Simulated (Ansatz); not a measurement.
System (SMILES): [SiH4] (SiH4).
Atoms: Si1, H2, H3, H4, H5. Bonds: Si1-H2, Si1-H3, Si1-H4, Si1-H5.

Basis-set convergence of the optimised Si1-H2 bond length at PBE with Ansatz (a first-principles code). Cartesian d functions, on some or all atoms, in 6-31G*, 6-31+G*, 6-311+G**; all else is spherical. The program fits the integrals of some runs and decomposes those of others, by size. No added dispersion term, no relativity. Reference: the value in def2-QZVPPD, 1.4923 Å, itself unsure by roughly 0.0004 Å (its mean distance from pcseg-3, def2-QZVPP, cc-pV(Q+d)Z). Deviations are taken from unrounded values.

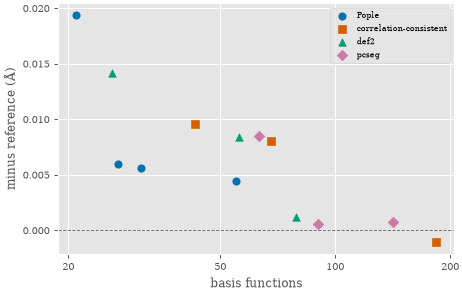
Deviation from the reference against the number of basis functions, by family of sets.

```
basis            functions  optimised Si1-H2 bond length (Å)  minus reference (Å)
---------------  ---------  --------------------------------  -------------------
6-31G                   21                            1.5117               0.0194
def2-SV(P)              26                            1.5065               0.0142
6-31G*                  27                            1.4983               0.0060
6-31+G*                 31                            1.4979               0.0056
cc-pV(D+d)Z             43                            1.5019               0.0096
6-311+G**               55                            1.4967               0.0044
def2-SVPD               56                            1.5007               0.0084
aug-pcseg-1             63                            1.5008               0.0085
aug-cc-pV(D+d)Z         68                            1.5003               0.0080
def2-TZVPD              79                            1.4935               0.0012
pcseg-2                 90                            1.4928               0.0005
aug-pcseg-2            142                            1.4930               0.0007
cc-pV(Q+d)Z            184                            1.4912              -0.0011
```
